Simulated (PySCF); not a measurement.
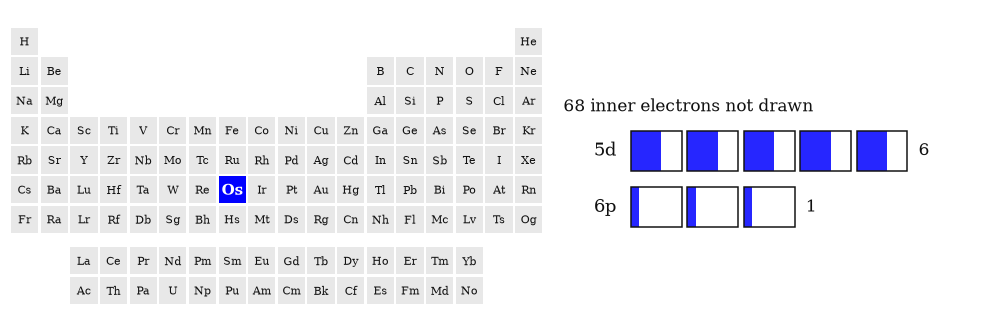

*Left, the place of osmium in the periodic table; right, the outer shells of the nominal configuration: a box for each of the 2l + 1 orbitals, shaded by the share of the shell that is filled, with the electron count at the right.*

Atomic calculation, with input and output: Os⁺

- system: Os⁺, configuration 1s2 2s2 2p6 3s2 3p6 3d10 4s2 4p6 4d10 4f14 5s2 5p6 5d6 6p1, multiplicity 6.
- method: unrestricted r2SCAN, def2-TZVPPD with ECP60, scalar-relativistic core potential (PySCF)

Output (extracts):
```
damping factor = 0
level_shift factor = 0
DIIS = <class 'pyscf.scf.diis.CDIIS'>
diis_start_cycle = 1
diis_space = 10
diis_damp = 0
SCF conv_tol = 1e-09
SCF conv_tol_grad = None
number electrons alpha = 10  beta = 5
XC functionals = R2SCAN
    J. W. Furness, A. D. Kaplan, J. Ning, J. P. Perdew, and J. Sun.,  J. Phys. Chem. Lett. 11, 8208-8215 (2020)
    J. W. Furness, A. D. Kaplan, J. Ning, J. P. Perdew, and J. Sun.,  J. Phys. Chem. Lett. 11, 9248-9248 (2020)
    J. W. Furness, A. D. Kaplan, J. Ning, J. P. Perdew, and J. Sun.,  J. Phys. Chem. Lett. 11, 8208-8215 (2020)
    J. W. Furness, A. D. Kaplan, J. Ning, J. P. Perdew, and J. Sun.,  J. Phys. Chem. Lett. 11, 9248-9248 (2020)
cycle= 1 E= -90.061980624474  delta_E= -0.00903  |g|= 0.0228  |ddm|= 0.343
cycle= 2 E= -90.0622616651447  delta_E= -0.000281  |g|= 0.00407  |ddm|= 0.054
cycle= 3 E= -90.0622760498623  delta_E= -1.44e-05  |g|= 0.00152  |ddm|= 0.016
cycle= 4 E= -90.0622776090255  delta_E= -1.56e-06  |g|= 0.000672  |ddm|= 0.00462
cycle= 5 E= -90.0622778431626  delta_E= -2.34e-07  |g|= 4.63e-05  |ddm|= 0.0015
cycle= 6 E= -90.0622778491266  delta_E= -5.96e-09  |g|= 1.18e-05  |ddm|= 0.000463
cycle= 7 E= -90.0622778495192  delta_E= -3.93e-10  |g|= 1.99e-06  |ddm|= 0.000139
converged SCF energy = -90.0622778495192  <S^2> = 8.7523656  2S+1 = 6.0007885
```

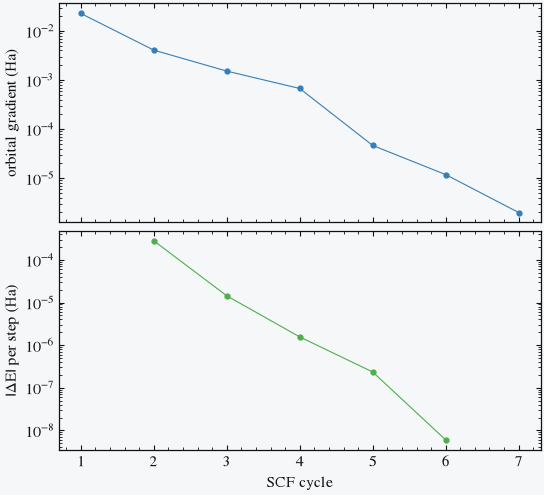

*Convergence: orbital gradient and change of the energy from step to step (the smallest changes aren't drawn) against the SCF cycle.*

The residual falls at every step. It goes from 0.023 to 2.0×10⁻⁶ in 7 steps.

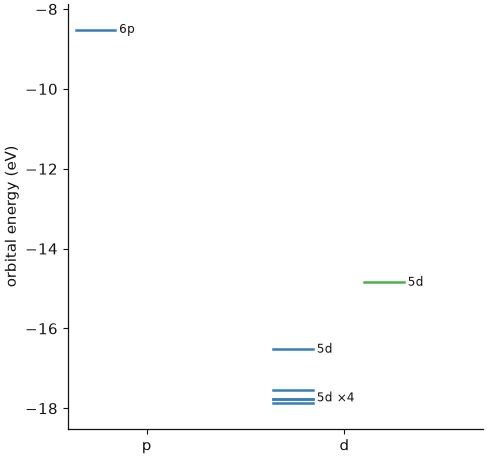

*Orbital energies of the mean field, from the top down to −17.9 eV, by angular momentum, α spin at the left of each column and β at the right; ×n counts the orbitals under one label. Empty levels that the record names by l alone aren't drawn.*

The highest filled orbital is 6p α at −8.52 eV, the lowest empty one s α at −14.9 eV.

The input:
```python
from pyscf import gto, scf, dft, mp, cc
mol = gto.M(atom="Os 0 0 0", charge=1, spin=5, symmetry="D2h",
            basis="def2-TZVPPD",
            ecp="def2-TZVPPD")
mf = dft.UKS(mol, xc="R2SCAN")
mf.irrep_nelec = {'Ag': (3, 1), 'B1g': (1, 1), 'B2g': (1, 0), 'B3g': (1, 0), 'B1u': (2, 1), 'B2u': (1, 1), 'B3u': (1, 1)}
mf.kernel()
```

The script is an equivalent of what the driver set up; the driver started from orbitals of its own, so the log can be shorter than this script's would be, and it computed the properties (radii, ⟨L²⟩, response) afterwards. It held the occupations shell by shell, which the script's counts by irreducible representation don't always enforce.

Key numbers:

```tsv
quantity	value
outcome	converged
total energy (valence electrons, under a core potential)	−90.062278 hartree
⟨S²⟩	8.752
⟨L²⟩	8.17
SCF iterations	7
hardware	1 CPU thread, shared host
CPU time	2.1 s (integrals apart)
```

Remarks:

The driver held the occupations shell by shell, and empty s levels lie below the filled 6p. This is not the ground configuration of the species. ⟨L²⟩ departs from that of the intended term, so the determinant mixes terms.
